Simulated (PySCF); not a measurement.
The calculation's input:

```
{"job": {"kind": "nmr", "xc": "PBE0", "basis": "pcSseg-1"}, "charge": 0, "multiplicity": 1}
C      1.817196     0.066366     1.117780
N      1.344243     0.562554    -0.160049
Si     0.531398    -0.477527    -1.293993
C     -1.088366    -1.028527    -0.481179
Si    -2.147181     0.416714     0.174055
O     -1.198204     1.499850     0.919070
H      2.035628     0.901326     1.786647
H      1.037466    -0.543195     1.568874
H      2.721309    -0.545820     1.025286
H      2.023618     1.192178    -0.563577
H      0.325772     0.405892    -2.443954
H      1.323342    -1.654337    -1.698865
H     -0.869999    -1.713257     0.338805
H     -1.663776    -1.607079    -1.200591
H     -2.841971     1.046393    -0.953863
H     -3.084423    -0.030623     1.203453
H     -0.273052     1.521122     0.652192
```

Command:

```sh
OMP_NUM_THREADS=1 python probes_run.py task.json out
```

Geometry: GFN2-xTB.

Level of theory: PBE0/pcSseg-1, SCF density, gas phase, non-relativistic (PySCF 2.14.0).

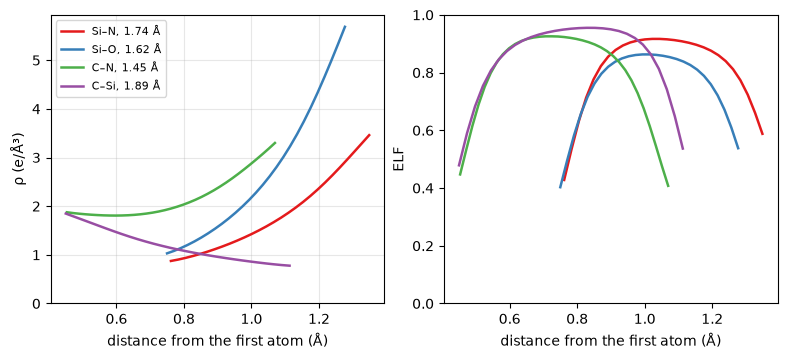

C2H11NOSi2 (SMILES CN[SiH2]C[SiH2]O). Electron density and electron localisation function along straight lines between neighbouring atoms. The curves leave out the atomic cores.

What can be read from the curves?

Si–N (1.74 Å): ρ at the midpoint is about 1.1 e/Å³; the ELF peaks at about 0.90 between the atoms; a shared but strongly polarised pair.
Si–O (1.62 Å): the density is about 1.2 e/Å³ at the midpoint; the ELF peaks at about 0.85 between the atoms, as expected for a polar covalent bond.
C–N (1.45 Å): ρ at the midpoint is about 1.9 e/Å³; the ELF peaks at about 0.95 between the atoms (a shared electron pair).
C–Si (1.89 Å): ρ is about 0.91 e/Å³ halfway; the ELF peaks at about 0.95 between the atoms, as expected for localised, covalent bonding.
